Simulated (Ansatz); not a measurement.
Profile along the Ti–Rh line in TiRh (space group P4/mmm)

TiRh (space group P4/mmm)

```cif
data_RhTi
_chemical_formula_sum 'Ti1 Rh1'
_space_group_name_H-M_alt 'P 1'
_space_group_IT_number 1
_cell_length_a 2.89432
_cell_length_b 2.89432
_cell_length_c 3.35624
_cell_angle_alpha 90.000
_cell_angle_beta 90.000
_cell_angle_gamma 90.000
loop_
_space_group_symop_operation_xyz
  'x, y, z'
loop_
_atom_site_label
_atom_site_type_symbol
_atom_site_fract_x
_atom_site_fract_y
_atom_site_fract_z
_atom_site_occupancy
Ti1 Ti 0.50000 0.50000 0.50000 1
Rh1 Rh 0.00000 0.00000 0.00000 1
```

Fields along a shortest Ti–Rh line of a (0 -1 1) plane (2.65 Å), from Ti to Rh, interpolated on the slice's grid (step about 0.2 Å). Computed with LDA (plane waves to 420 eV, PAW, scalar-relativistic; Ansatz, a first-principles code). k mesh 16×16×14. Inside the PAW spheres the values are not all-electron values, and peaks at nuclei hang on which shells count as valence. TiRh is run without spin polarisation. TiRh was relaxed with its symmetry unable to fall.

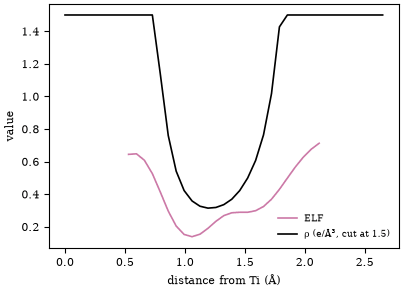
ELF (away from the nuclei) and valence density from Ti to Rh.

Density on the Ti–Rh line (2.65 Å) at its density minimum, 1.2 Å from Ti: 0.31 e/Å³. ELF at that point: 0.2.
